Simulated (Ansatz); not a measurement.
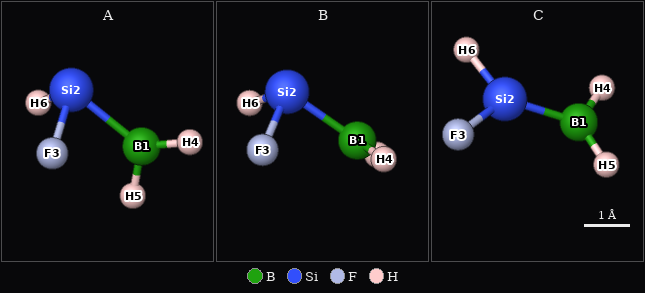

3 geometries from a converged minimum-energy path of BSiH3F (charge −1), shuffled. Style: ball-and-stick. Shown from a free direction.

Level of theory: RKS PBE0-D4/def2-SVP (Ansatz 0.2.0). Run with 5 movable images; climbing image; force threshold 0.05 eV/Å; iteration limit 60; starting path through a guess of the saddle point.

Question: Which frame is the top of the path?

Answer: A. In order along the path, whose images run from 0 to 6: C (image 0, 0.0 kcal/mol), A (image 3, +25.7 kcal/mol), B (image 5, +20.0 kcal/mol). The motion is a rotation about the B1–Si2 bond by about 180°. No bond forms or breaks between the ends. Bond angles that change up to the highest image, for instance: B1–Si2–F3 128.7° → 75.9°, B1–Si2–H6 128.4° → 97.8°.

Limits of the set-up: the basis has no diffuse functions, which an anion needs.

The run took 2.9 min on 1 thread of Arm Neoverse V1, with other jobs on the host, peak memory 0.11 GiB.
